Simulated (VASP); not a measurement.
# How number of MPI ranks and smearing change a VASP run on TaSi2, part 4 of 4

A convergence test on TaSi2: the number of MPI ranks and smearing. The series runs use LDA. The start is a cell from a database of measured crystal structures.

VASP 6.6.1; LDA; plane waves and PAW (Ta_pv, Si).

Still holding for the runs below: This run has no spin polarisation. Its electron count is odd, so without a moment it is a metal by construction. The k-mesh is coarse for a metal.

So far. Step 16 (Smearing: ISMEAR = 2, SIGMA = 0.5): Against the run before the energy at zero width moves by -0.84 meV an atom and the pressure by +0.04 GPa, after 12 cycles in 11 s. The entropy term T·S comes to 5.30 meV an atom in size.

The database entry behind the starting cell has ideal inner coordinates that were not refined, so it need not match the best structure at ambient conditions.

### Step 17. Smearing: ISMEAR = -5

File INCAR:

```
SYSTEM = TaSi2
PREC = Accurate
ENCUT = 400
EDIFF = 1E-06
NELM = 100
ISMEAR = -5
SIGMA = 0.05
LREAL = .FALSE.
ALGO = Normal
GGA = CA
NBANDS = 37
LASPH = .TRUE.
LORBIT = 11
LWAVE = .FALSE.
LCHARG = .FALSE.
KPAR = 8
ISIF = 2
```

File POSCAR:

```
TaSi2
1.0
    4.7800000000      0.0000000000      0.0000000000
   -2.3900000000      4.1396014301      0.0000000000
    0.0000000000      0.0000000000      6.5640000000
Ta Si
3 6
Direct
    0.5000000000      0.0000000000      0.5000000000
    0.5000000000      0.5000000000      0.8333333333
    0.0000000000      0.5000000000      0.1666666667
    0.1666500000      0.3333000000      0.5000000000
    0.8333500000      0.1666500000      0.8333333333
    0.6667000000      0.8333500000      0.1666666667
    0.8333500000      0.6667000000      0.5000000000
    0.1666500000      0.8333500000      0.8333333333
    0.3333000000      0.1666500000      0.1666666667
```

File KPOINTS:

```
Automatic mesh
0
Gamma
6 6 4
0 0 0
```

The projector-augmented-wave data sets are Ta_pv and Si (PBE family, release 64).

The run is started by

```bash
> mpirun -np 8 vasp_std
```

The log of the run:

```text
[... set-up lines as in an earlier step ...]
 entering main loop
       N       E                     dE             d eps       ncg     rms          rms(c)
DAV:   1     0.337898734015E+03    0.33790E+03   -0.24392E+04  1586   0.119E+03
DAV:   2    -0.640262595395E+02   -0.40192E+03   -0.39276E+03  1814   0.330E+02
DAV:   3    -0.810081572322E+02   -0.16982E+02   -0.16668E+02  1975   0.617E+01
DAV:   4    -0.813168515325E+02   -0.30869E+00   -0.30538E+00  1988   0.826E+00
[...]
DAV:  12    -0.789591959867E+02    0.60454E-05   -0.44756E-06  1716   0.113E-02    0.275E-03
DAV:  13    -0.789591976406E+02   -0.16538E-05   -0.30483E-07  1108   0.285E-03    0.849E-04
DAV:  14    -0.789591979942E+02   -0.35358E-06   -0.66574E-08  1077   0.120E-03
   1 F= -.78959198E+02 E0= -.78959198E+02  d E =0.000000E+00
 -----------------------------------------------------------------------------
|                                                                             |
|           W    W    AA    RRRRR   N    N  II  N    N   GGGG   !!!           |
|           W    W   A  A   R    R  NN   N  II  NN   N  G    G  !!!           |
|           W    W  A    A  R    R  N N  N  II  N N  N  G       !!!           |
|           W WW W  AAAAAA  RRRRR   N  N N  II  N  N N  G  GGG   !            |
|           WW  WW  A    A  R   R   N   NN  II  N   NN  G    G                |
|           W    W  A    A  R    R  N    N  II  N    N   GGGG   !!!           |
|                                                                             |
|     Tetrahedron method does not include variations of the Fermi             |
|     occupations, so forces and stress will be inaccurate. We suggest        |
|     using a different smearing scheme ISMEAR = 1 or 2 for metals in         |
|     relaxations.                                                            |
|                                                                             |
 -----------------------------------------------------------------------------
```

The job ended after 12 s (8 MPI ranks of Intel Xeon Platinum 8375C at 2.90GHz (Ice Lake), shared host; peak memory 1.7 GiB; 87 s of CPU time).

From OUTCAR (step 17):

```text
  Total       -3.2278506     -3.2278506     -1.5903512     -0.0000000      0.0000000      0.0000000
  in kB      -39.8170431    -39.8170431    -19.6177239     -0.0000000      0.0000000      0.0000000
  external PRESSURE =     -33.0839367 kB  Pullay stress =       0.0000000 kB

 POSITION                                       TOTAL-FORCE (eV/Angst)
 -----------------------------------------------------------------------------------
      2.39000      0.00000      3.28200         0.000000      0.000000      0.000000
      1.19500      2.06980      5.47000         0.000000     -0.000000     -0.000000
     -1.19500      2.06980      1.09400         0.000000      0.000000      0.000000
     -0.00000      1.37973      3.28200         0.000000     -0.708286      0.000000
      3.58512      0.68986      5.47000         0.613394     -0.354143      0.000000
      1.19512      3.44974      1.09400         0.613394      0.354143     -0.000000
      2.39000      2.75987      3.28200        -0.000000      0.708286      0.000000
     -1.19512      3.44974      5.47000        -0.613394      0.354143      0.000000
      1.19488      0.68986      1.09400        -0.613394     -0.354143     -0.000000
 -----------------------------------------------------------------------------------
    total drift:                               -0.000000      0.000000      0.000000

  FREE ENERGIE OF THE ION-ELECTRON SYSTEM (eV)
  ---------------------------------------------------
  free  energy   TOTEN  =       -78.9591979942 eV

  energy  without entropy=      -78.9591979942  energy(sigma->0) =      -78.95919799

[... 2 parts as in an earlier step ...]

[... 1 further part left out ...]
[key lines of the parts left out:]
E-fermi :   9.1328
```

With tetrahedra the forces and stress of a metal are not exact derivatives of the energy.

Against the first of the series the energy at zero width moves by -1.92 meV an atom and the pressure by +0.05 GPa, after 14 cycles in 12 s.

### Step 18. The smearing series as a table

This step: convergence of LDA results with the smearing; plane waves and PAW (VASP 6.6.1).

No new run; the numbers come from the runs before.

One cell and one 6×6×4 mesh. Free energy against width, by row:

```csv
Fermi-Dirac width σ (eV),free energy less that at the narrowest width (meV/atom)
0.01,0
0.05,-2.04
0.1,-7.22
0.2,-23.78
0.5,-131
```

Differences are taken from the run with ISMEAR = -1, SIGMA = 0.01. Results of the series, by row:

```csv
setting,status,energy less the reference (meV/atom),pressure (GPa),largest force difference (meV/Å),SCF cycles,wall time (s)
"ISMEAR = -1, SIGMA = 0.01",converged,0,-3.362,0,12,14.6
"ISMEAR = -1, SIGMA = 0.05",converged,-0.2272,-3.26,6.483,12,16
"ISMEAR = -1, SIGMA = 0.1",converged,-0.9813,-3.217,16.76,12,15.6
"ISMEAR = -1, SIGMA = 0.2",converged,-3.565,-3.105,41.18,12,15.8
"ISMEAR = -1, SIGMA = 0.5",converged,6.862,-1.564,134.2,17,14.2
"ISMEAR = 2, SIGMA = 0.01",converged,0.0156,-3.383,11.42,12,14.8
"ISMEAR = 2, SIGMA = 0.05",converged,1.44e-4,-3.366,2.008,12,11.2
"ISMEAR = 2, SIGMA = 0.1",converged,-0.04003,-3.324,4.578,12,10.4
"ISMEAR = 2, SIGMA = 0.2",converged,-0.09493,-3.268,3.882,12,10.4
"ISMEAR = 2, SIGMA = 0.5",converged,-0.9301,-3.232,8.273,12,11
ISMEAR = -5,converged,-1.921,-3.308,25.73,14,11.6
```

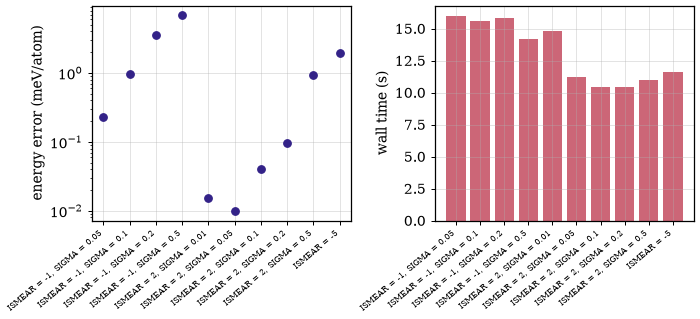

The energy error in size, against the reference run (errors under 0.01 are drawn at 0.01), and the wall time by setting.

### Step 19. What came out

```json
{
  "wall time from fewest to most ranks": "49 s to 16 s",
  "spread of the pressure over the smearing": "1.82 GPa",
  "spread of the energy over the smearing": "10.4 meV/atom"
}
```

What this shows: On 8 ranks the run uses the cores at 38 % of the efficiency of 1. The usual rule keeps the entropy term T·S under 1 meV an atom, which holds up to a width of 0.01 eV for Fermi-Dirac and 0.2 eV for second-order Methfessel-Paxton. That rule is made for Methfessel-Paxton; with the other schemes the zero-width estimate is the energy to use. Farthest in energy from the narrowest smearing lies ISMEAR = -1, SIGMA = 0.5 (+6.9 meV an atom, +1.80 GPa, 134.2 meV/Å in forces). On a fixed mesh a narrow width is not the exact answer for a metal: it samples the Fermi surface more noisily. Going from 1 ranks to 8 ranks shortens the run by a factor of 3.0; on a shared host such times are rough.

[Lines on the potential files, build, host, timing and source positions are cut from VASP's logs without a mark.]

[Logs are printed without paths, hosts, clocks, repeated set-up lines and the standing remarks that a program may print on its own settings, such as how far it seeks lower states.]

[Hosts, paths, dates, database ids (printed as entryN), source tags and the programs' standing remarks are cut or masked in the printed files.]

[A measured line is paired with the nearest computed mode of its activity, which favours agreement.]
